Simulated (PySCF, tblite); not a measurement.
# C₅H₁₁FO₂Si: geometry, infrared bands and NMR shifts

Aim: predict the infrared bands and NMR shifts of C₅H₁₁FO₂Si (`COC[C@@H]1CCO[Si@H]1F`).

Programs: tblite 0.8.0 and PySCF 2.14.0, with density-fitted response routines of our own. Each step states its level of theory. These are calculated values for one molecule in the gas phase, unless marked as measured. Atoms are numbered from 0 throughout.

## (1) The molecule as given

20 atoms, charge 0, multiplicity 1; geometry from: force field or distance geometry start.

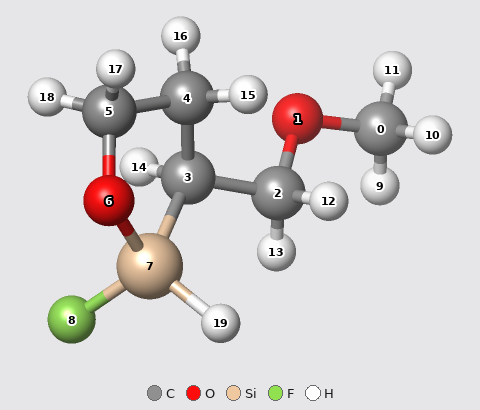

The starting geometry (carbon grey, oxygen red, silicon light orange, fluorine green, hydrogen white), atoms numbered.

## (2) Optimising the geometry with GFN2-xTB

What the job is given:

```
{"job": {"kind": "relax", "xc": "GFN2-xTB", "basis": "xTB"}, "charge": 0, "multiplicity": 1}
C      3.258800     0.067100     0.049700
O      1.921300     0.407500    -0.356600
C      1.000800    -0.614800     0.024900
C     -0.389000    -0.179000    -0.463000
C     -0.888800     1.116300     0.223700
C     -2.428900     1.120700     0.103900
O     -2.926100    -0.188700     0.420300
Si    -1.798700    -1.355300    -0.019300
F     -2.297300    -2.108000    -1.345700
H      3.571000    -0.855200    -0.432700
H      3.304800    -0.038500     1.136400
H      3.912300     0.877400    -0.255300
H      1.009000    -0.745600     1.120300
H      1.286300    -1.559500    -0.451800
H     -0.379300    -0.017500    -1.537800
H     -0.610200     1.128100     1.291100
H     -0.449400     2.012800    -0.242500
H     -2.863600     1.837300     0.803900
H     -2.748400     1.390700    -0.901800
H     -1.489800    -2.285000     1.097900
```

Started as:

```bash
$ OMP_NUM_THREADS=1 python probes_run.py task.json out
```

The driver reads the jobs from task.json and runs them one after another.

Output:

```text
step      E/eV     max force
  0    -843.71253    1.540
  1    -843.81254    0.763
  2    -843.84127    0.332
  3    -843.85298    0.329
  4    -843.86531    0.290
  5    -843.87165    0.254
  6    -843.87923    0.206
  7    -843.88442    0.216
  8    -843.88868    0.187
  9    -843.89138    0.102
 10    -843.89360    0.097
 11    -843.89551    0.101
 12    -843.89711    0.087
 13    -843.89826    0.071
 14    -843.89917    0.068
 15    -843.90001    0.065
 16    -843.90080    0.050
 17    -843.90152    0.054
 18    -843.90220    0.059
 19    -843.90291    0.054
 20    -843.90368    0.068
 21    -843.90452    0.061
 22    -843.90545    0.068
 23    -843.90640    0.068
 24    -843.90722    0.058
 25    -843.90782    0.052
 26    -843.90826    0.046
 27    -843.90862    0.050
 28    -843.90893    0.042
 29    -843.90915    0.028
 30    -843.90929    0.029
 31    -843.90942    0.025
 32    -843.90955    0.029
 33    -843.90966    0.026
 34    -843.90975    0.021
 35    -843.90984    0.026
 36    -843.90996    0.026
 37    -843.91007    0.026
 38    -843.91014    0.017
 39    -843.91019    0.015
 40    -843.91024    0.015
 41    -843.91028    0.014
 42    -843.91031    0.013
 43    -843.91033    0.012
 44    -843.91035    0.011
 45    -843.91039    0.015
 46    -843.91043    0.014
 47    -843.91047    0.014
 48    -843.91052    0.016
 49    -843.91057    0.019
 50    -843.91062    0.016
 51    -843.91066    0.014
 52    -843.91068    0.012
 53    -843.91071    0.012
 54    -843.91074    0.014
 55    -843.91078    0.016
 56    -843.91083    0.016
 57    -843.91086    0.011
 58    -843.91088    0.010
 59    -843.91091    0.010
 60    -843.91093    0.011
 61    -843.91095    0.010
```

It took 0.49 s on 1 thread of Arm Neoverse V1, shared host; peak memory 0.18 GiB.

Step by step: (not every step is listed)

```tsv
step	energy from step 0 (eV)	largest force (eV/Å)
0	0.0000	1.5399
1	-0.1000	0.7635
2	-0.1287	0.3317
3	-0.1404	0.3287
4	-0.1528	0.2898
5	-0.1591	0.2536
6	-0.1667	0.2059
7	-0.1719	0.2164
8	-0.1762	0.1870
12	-0.1846	0.0867
16	-0.1883	0.0505
20	-0.1911	0.0678
24	-0.1947	0.0579
28	-0.1964	0.0422
32	-0.1970	0.0287
36	-0.1974	0.0260
40	-0.1977	0.0145
44	-0.1978	0.0114
48	-0.1980	0.0164
52	-0.1981	0.0124
56	-0.1983	0.0158
57	-0.1983	0.0115
58	-0.1984	0.0101
59	-0.1984	0.0100
60	-0.1984	0.0110
61	-0.1984	0.0097
```

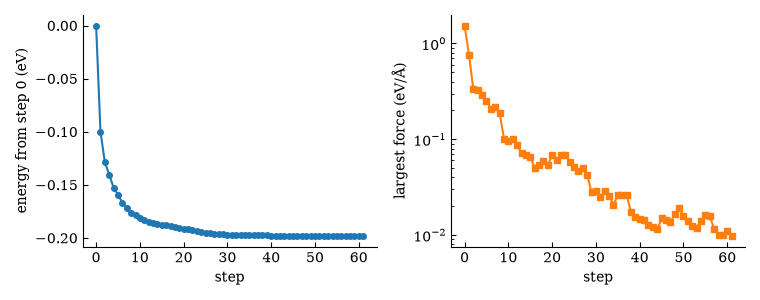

Energy and largest force along the relaxation.

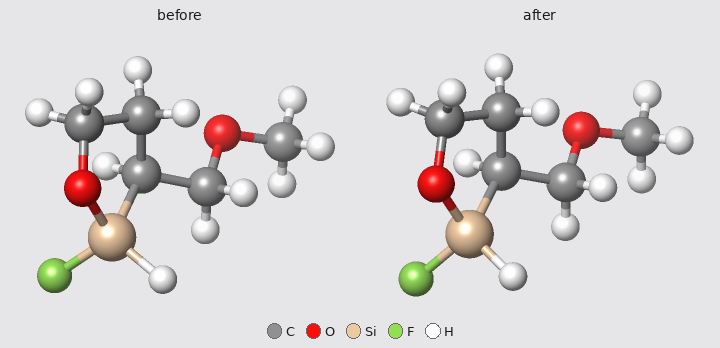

The geometry before (left) and after (right).

Close pairs (by a distance rule), those that changed most:

```tsv
bond	before (Å)	after (Å)	change (Å)
O6–Si7	1.681	1.621	-0.060
Si7–H19	1.486	1.445	-0.041
C0–O1	1.439	1.402	-0.037
C2–C3	1.536	1.518	-0.018
C5–O6	1.436	1.418	-0.018
O1–C2	1.428	1.411	-0.017
C4–C5	1.545	1.530	-0.015
C3–C4	1.549	1.535	-0.014
```

The end geometry stands in the next job.

## (3) Vibrational analysis with GFN2-xTB

What the job is given:

```
{"job": {"kind": "ir", "xc": "GFN2-xTB", "basis": "xTB"}, "charge": 0, "multiplicity": 1}
C      3.242810     0.102522     0.026391
O      1.927927     0.392525    -0.362581
C      1.003449    -0.598457     0.028698
C     -0.382584    -0.193880    -0.440021
C     -0.864092     1.101818     0.228158
C     -2.389100     1.137731     0.110708
O     -2.903693    -0.178189     0.233973
Si    -1.826668    -1.360638    -0.028685
F     -2.294582    -2.253732    -1.284283
H      3.595558    -0.833088    -0.426678
H      3.325605     0.014773     1.117561
H      3.860670     0.929093    -0.318160
H      1.021252    -0.713472     1.124991
H      1.285941    -1.567600    -0.412738
H     -0.324542    -0.035567    -1.522042
H     -0.591252     1.071887     1.285035
H     -0.414554     1.987046    -0.217815
H     -2.845870     1.746849     0.894221
H     -2.697341     1.529126    -0.863659
H     -1.734082    -2.268071     1.092389
```

Output:

```text
mode    cm-1     km/mol
  1      60.3      0.62
  2      81.5      0.79
  3      96.1      8.87
  4     113.9      3.08
  5     150.8      6.57
  6     181.5      1.23
  7     228.8      7.64
  8     254.8     25.00
  9     305.6      8.19
 10     330.7      8.89
 11     393.7      2.57
 12     485.5     28.20
 13     567.9     41.95
 14     615.7     70.36
 15     682.4     79.12
 16     743.5     56.17
 17     800.4    220.29
 18     854.7     32.42
 19     868.0    170.66
 20     930.4     21.16
 21     973.9     15.14
 22     992.4     35.32
 23    1010.5     43.91
 24    1091.1    154.82
 25    1107.5      6.78
 26    1109.5     68.65
 27    1125.7     42.75
 28    1138.8     16.08
 29    1147.9     16.42
 30    1173.3      5.52
 31    1192.4     17.52
 32    1221.6      8.41
 33    1242.6      8.06
 34    1284.1      1.82
 35    1313.9      7.78
 36    1325.1      2.00
 37    1358.9     25.64
 38    1407.7      0.47
 39    1469.5      5.41
 40    1479.5      1.29
 41    1489.1      0.63
 42    1491.8      5.51
 43    1499.4      1.13
 44    2421.9    235.29
 45    2824.7     77.86
 46    2863.9     59.09
 47    2886.4     58.31
 48    2911.8     61.72
 49    2930.2     18.86
 50    2933.9     40.74
 51    2962.0     36.79
 52    2978.4     61.42
 53    3017.0     22.14
 54    3029.3     21.20
```

It took 0.81 s on 1 thread of Arm Neoverse V1, shared host; peak memory 0.18 GiB.

The strongest bands and the atoms that carry them (share of the mass-weighted mode):

```tsv
cm⁻¹	km/mol	atoms
616	70.4	H19 51 %, C5 16 %
682	79.1	H19 91 %
800	220.3	Si7 33 %, O6 25 %, F8 22 %
868	170.7	Si7 34 %, O6 21 %, F8 18 %
1091	154.8	C5 41 %, O6 32 %, C4 14 %
1110	68.7	O1 42 %, C0 28 %, C2 11 %
2422	235.3	H19 97 %
2825	77.9	H12 57 %, H13 34 %
```

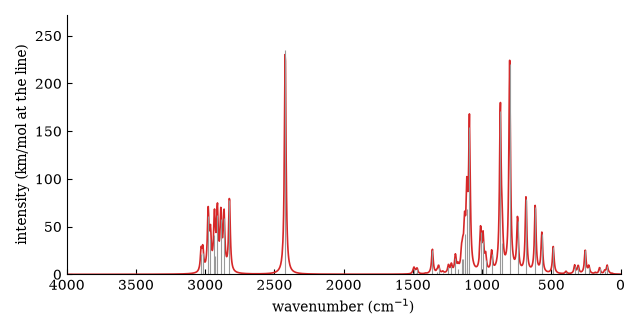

The infrared spectrum from these modes, unscaled. Lines are broadened to a width of 14 cm⁻¹ (Lorentzian).

## (4) NMR shieldings: PBE0/pcSseg-1

Same as in step 3 but for these lines:

```diff
@@ -1,2 +1,2 @@
-{"job": {"kind": "ir", "xc": "GFN2-xTB", "basis": "xTB"}, "charge": 0, "multiplicity": 1}
+{"job": {"kind": "nmr", "xc": "PBE0", "basis": "pcSseg-1"}, "charge": 0, "multiplicity": 1}
 C      3.242810     0.102522     0.026391
```

Level: GIAO PBE0/pcSseg-1 NMR shielding, non-relativistic, gas phase.

Output:

```text
coarse grid: 17136 points
cycle   1  E = -736.1077639806  dE =  1.202e+00  |g| = 9.494e-01  |ddm| = 3.945e+00
cycle   2  E = -735.9096176137  dE =  1.981e-01  |g| = 1.439e+00  |ddm| = 1.921e+00
cycle   3  E = -736.2662545937  dE = -3.566e-01  |g| = 9.685e-02  |ddm| = 1.269e+00
cycle   4  E = -736.2676118885  dE = -1.357e-03  |g| = 5.328e-02  |ddm| = 1.122e-01
cycle   5  E = -736.2682153807  dE = -6.035e-04  |g| = 9.635e-03  |ddm| = 4.822e-02
cycle   6  E = -736.2682286501  dE = -1.327e-05  |g| = 4.174e-03  |ddm| = 8.835e-03
cycle   7  E = -736.2682316908  dE = -3.041e-06  |g| = 5.605e-04  |ddm| = 3.022e-03
final grid: 161080 points
cycle   8  E = -736.3493370862  dE = -3.873e-05  |g| = 1.420e-02  |ddm| = 2.896e-02
cycle   9  E = -736.3492968886  dE =  4.020e-05  |g| = 2.065e-02  |ddm| = 2.257e-02
cycle  10  E = -736.3493753282  dE = -7.844e-05  |g| = 1.588e-03  |ddm| = 1.403e-02
cycle  11  E = -736.3493758705  dE = -5.423e-07  |g| = 1.899e-04  |ddm| = 1.477e-03
cycle  12  E = -736.3493758762  dE = -5.748e-09  |g| = 9.197e-05  |ddm| = 2.265e-04
cycle  13  E = -736.3493758776  dE = -1.388e-09  |g| = 3.248e-05  |ddm| = 9.275e-05
cycle  14  E = -736.3493758778  dE = -1.860e-10  |g| = 6.752e-06  |ddm| = 2.860e-05
converged SCF energy = -736.3493758778

GIAO shielding tensors (ppm)
atom      isotropic    diamagn.    paramagn.     s11        s22        s33       span
  0 C      125.731     242.354    -116.623     94.714     98.457    184.021     89.307
  1 O      301.842     400.151     -98.309    276.341    303.831    325.353     49.012
  2 C      109.645     246.452    -136.807     80.509     97.081    151.347     70.838
  3 C      154.700     256.255    -101.555    142.783    153.135    168.182     25.400
  4 C      149.396     249.838    -100.442    126.800    155.629    165.761     38.961
  5 C      115.897     245.505    -129.607     78.936    106.642    162.114     83.178
  6 O      257.208     396.503    -139.295    176.228    264.436    330.960    154.732
  7 Si     345.214     878.795    -533.581    310.039    353.643    371.961     61.922
  8 F      333.062     467.660    -134.598    261.918    356.135    381.132    119.214
  9 H       28.355      28.020       0.336     24.511     25.903     34.652     10.141
 10 H       28.433      28.718      -0.285     24.490     26.202     34.608     10.118
 11 H       27.792      27.933      -0.141     23.725     25.163     34.487     10.762
 12 H       28.623      33.343      -4.720     24.606     29.404     31.859      7.253
 13 H       27.966      32.326      -4.360     23.254     29.140     31.504      8.250
 14 H       30.009      34.128      -4.119     26.581     28.769     34.675      8.094
 15 H       30.221      33.212      -2.991     25.291     30.036     35.334     10.043
 16 H       29.231      32.160      -2.929     24.284     28.599     34.811     10.527
 17 H       27.350      28.390      -1.041     22.552     26.395     33.102     10.550
 18 H       27.439      29.462      -2.023     22.330     26.431     33.556     11.226
 19 H       26.914      29.779      -2.865     23.562     24.224     32.955      9.393
```

Run time: 75 s. Hardware: 1 thread of Arm Neoverse V1, shared host; peak memory 1.1 GiB.

The references, computed at this level on geometries of the same kind, shield at (ppm): 1H TMS 31.72, 13C TMS 186.9, 29Si TMS 349.2, 19F CFCl3 170.9, 17O H2O 336.1. Their shielding less the atom's gives the shift. The references are single molecules in the gas phase, so shifts against H2O, NH3, PH3, H3PO4 or CFCl3 are not on the usual liquid scales and can be off by tens of ppm. Atoms listed in one row are averaged.

```tsv
atoms	environment	σ (ppm)	δ (ppm)	δ scaled to CDCl3
C2	sp3 CH2 bonded to O	109.6	77.3	73.5
C5	sp3 CH2 bonded to O	115.9	71.0	67.4
C0	methyl carbon bonded to O	125.7	61.2	57.8
C4	sp3 CH2 in a ring	149.4	37.5	34.7
C3	sp3 CH bonded to Si	154.7	32.2	29.5
H19	hydrogen on a silicon bonded to C, F, O, in a 5-membered ring	26.91	4.80	–
H17	hydrogen on an sp3 CH2 bonded to O	27.35	4.37	4.22
H18	hydrogen on an sp3 CH2 bonded to O	27.44	4.28	4.14
H13	hydrogen on an sp3 CH2 bonded to O	27.97	3.75	3.64
H9, H10, H11	hydrogen on a methyl carbon bonded to O	28.19	3.52	3.43
H12	hydrogen on an sp3 CH2 bonded to O	28.62	3.09	3.02
H16	hydrogen on an sp3 CH2 in a ring	29.23	2.49	2.45
H14	hydrogen on an sp3 CH bonded to Si	30.01	1.71	1.72
H15	hydrogen on an sp3 CH2 in a ring	30.22	1.50	1.52
O6	oxygen bonded to C, Si, in a 5-membered ring	257.2	78.9	–
O1	ether oxygen	301.8	34.2	–
Si7	silicon bonded to C, F, O, H, in a 5-membered ring	345.2	3.9	–
F8	fluorine bonded to Si	333.1	-162.1	–
```

The scaled column applies a straight-line fit of computed shieldings to shifts measured in CDCl3, and one for carbons that bear F (root-mean-square error 0.16 ppm for H, 1.9 ppm for C).

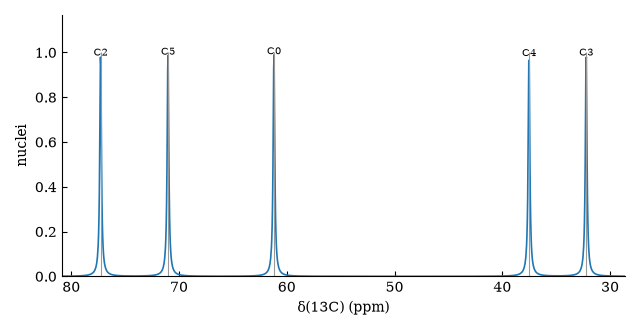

13C lines at the computed shifts, without couplings. Lines are broadened to a width of 0.18 ppm (Lorentzian).

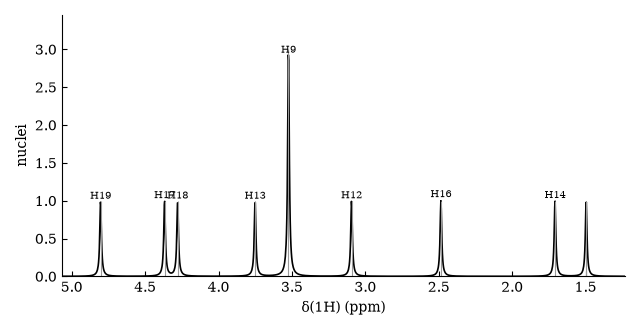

1H lines at the computed shifts, without couplings. Lines are broadened to a width of 0.01 ppm (Lorentzian).

The run also stored atomic charges by several schemes (e):

```tsv
atoms	Mulliken	IAO	Hirshfeld	ESP fit
C0	-0.02	-0.20	-0.04	-0.24
O1	-0.52	-0.39	-0.14	-0.24
C2	0.13	-0.04	0.00	-0.08
C3	-0.62	-0.42	-0.12	-0.24
C4	-0.23	-0.27	-0.08	-0.09
C5	0.11	-0.05	0.01	-0.08
O6	-0.62	-0.65	-0.24	-0.43
Si7	1.17	1.38	0.49	0.85
F8	-0.42	-0.53	-0.21	-0.33
```

ESP fit charges:

C0 -0.24; O1 -0.24; C2 -0.08; C3 -0.24; C4 -0.09; C5 -0.08; O6 -0.43; Si7 0.85; F8 -0.33; H9 0.11; H10 0.11; H11 0.14; H12 0.08; H13 0.08; H14 0.13; H15 0.09; H16 0.06; H17 0.10; H18 0.11; H19 -0.14

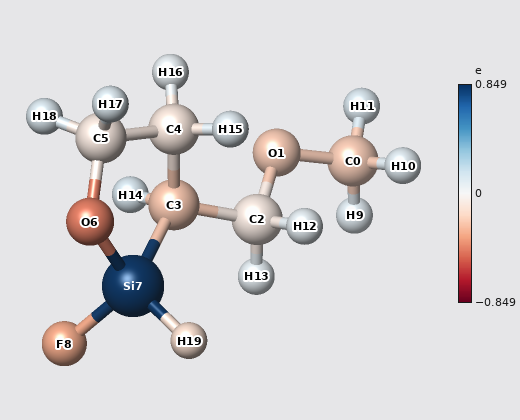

ESP fit charges, as colours on the atoms.

Mayer bond orders: C0–O1 0.94, O1–C2 0.92, C2–C3 1.05, C3–C4 0.98, C4–C5 1.04, C5–O6 0.87, O6–Si7 1.04, Si7–F8 0.96, Si7–C3 0.85.

Ring of atoms C3, C4, C5, O6, Si7: NICS(0) -5.2, NICS(1) -3.0, NICS(1)zz -2.2 ppm (means of both faces).

The fields below are evaluated on a grid from the run's orbitals.

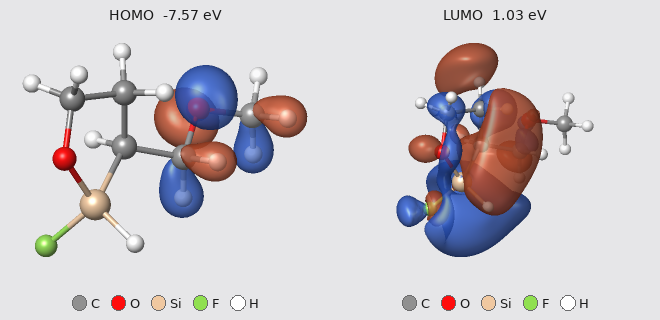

Frontier orbitals at PBE0/pcSseg-1; each surface holds 70 % of the orbital's density, blue and red mark the sign.

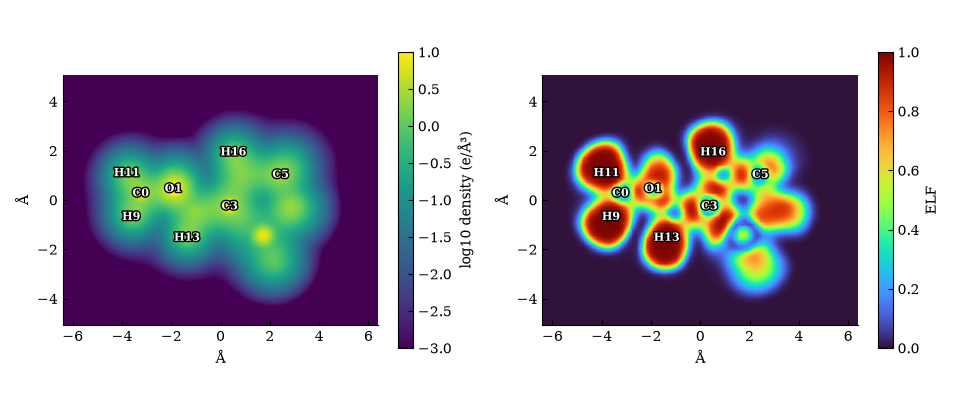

Density (left) and ELF (right) in a plane through or near 8 of the atoms.

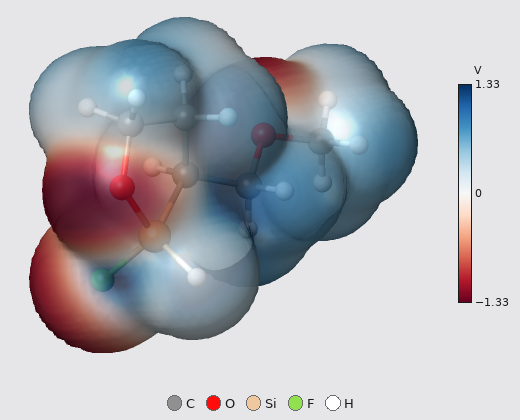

Electrostatic potential on the surface of density 0.002 e/bohr³; red is low, blue high. It runs from -1.33 V near O6 to 1.28 V near H19.

## (5) What came out

```
                                                              quantity                                                     value
                             strongest single infrared mode (GFN2-xTB)                                     2422 cm⁻¹, 235 km/mol
                                          zero-point energy (GFN2-xTB)                                             98.9 kcal/mol
                                13C shifts against TMS (PBE0/pcSseg-1)                          77.3, 71.0, 61.2, 37.5, 32.2 ppm
1H shifts against TMS (PBE0/pcSseg-1, means over atoms taken as alike)  4.80, 4.37, 4.28, 3.75, 3.52, 3.09, 2.49, 1.71, 1.50 ppm
                                17O shifts against H2O (PBE0/pcSseg-1)                                            78.9, 34.2 ppm
                               29Si shifts against TMS (PBE0/pcSseg-1)                                                   3.9 ppm
                              19F shifts against CFCl3 (PBE0/pcSseg-1)                                                -162.1 ppm
                                 surface potential, least and greatest                                        -1.33 V and 1.28 V
```

**Reading.** Over 61 steps the energy fell by 0.198 eV; of the close pairs, O6–Si7 changed most, 1.681 to 1.621 Å. No mode is imaginary among the 54: a minimum at this level. The strongest single mode, at 2422 cm⁻¹, moves mainly H19. Unscaled tight-binding wavenumbers are off by several per cent, some by more. Its intensities can rank the bands wrongly. At PBE0/pcSseg-1: Shielding is most anisotropic at O6 (span 155 ppm, paramagnetic term -139 ppm).
